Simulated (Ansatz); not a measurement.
# Redistribution: SiH(CH3)F2 + Si(CH3)(OH)2(SiH3) → Si(CH3)(SiH3)F2 + SiH(CH3)(OH)2

Species: SiH(CH3)F2, singlet; Si(CH3)(OH)2(SiH3), singlet; Si(CH3)(SiH3)F2, singlet; SiH(CH3)(OH)2, singlet. The partners trade H for SiH3; both sit on Si, so the bond types are kept.

Shapes, held fixed at every level: PBE0-D4/def2-TZVP. Flexible molecules stand in one conformer, not always the lowest. Programs: Ansatz 0.2.0. Electronic energies: no zero-point or thermal term.

```json
{"level": "r2SCAN-D4/def2-TZVPP", "kind": "meta-GGA", "ΔE (kJ/mol)": "-5.3", "less CCSD(T)/CBS estimate": "-1.1"}
{"level": "B3LYP-D4/def2-TZVPP", "kind": "global hybrid", "ΔE (kJ/mol)": "-5.4", "less CCSD(T)/CBS estimate": "-1.2"}
{"level": "wB97M-V/def2-TZVPP", "kind": "range-separated hybrid", "ΔE (kJ/mol)": "-5.7", "less CCSD(T)/CBS estimate": "-1.5"}
{"level": "wB97X-V/def2-TZVPP", "kind": "range-separated hybrid", "ΔE (kJ/mol)": "-5.9", "less CCSD(T)/CBS estimate": "-1.7"}
{"level": "MP2/def2-TZVPP", "kind": "perturbation theory", "ΔE (kJ/mol)": "-3.4", "less CCSD(T)/CBS estimate": "+0.8"}
{"level": "CCSD/def2-TZVPP", "kind": "coupled cluster or CI", "ΔE (kJ/mol)": "-4.3", "less CCSD(T)/CBS estimate": "-0.1"}
{"level": "CCSD(T)/CBS estimate", "kind": "coupled cluster or CI", "ΔE (kJ/mol)": "-4.2", "less CCSD(T)/CBS estimate": "0.0"}
```

The highest level, CCSD(T)/CBS estimate, gives ΔE = -4.2 kJ/mol; the levels span -5.9 to -3.4. The column of differences is taken from that level and isn't an error. No measured value is set beside it here. The CBS estimate extrapolates MP2 from def2-TZVPP and def2-QZVPP and adds CCSD(T) − MP2 in the triple-zeta set, cores frozen.

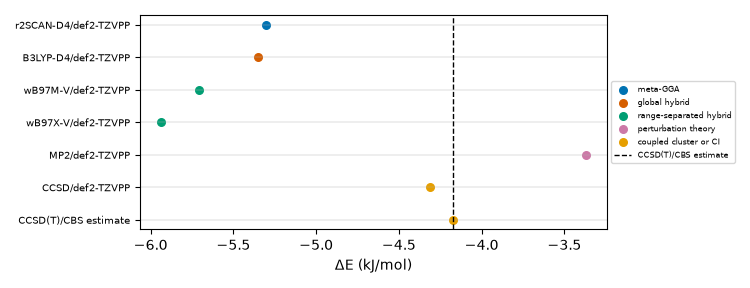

The values of the table, level by level.
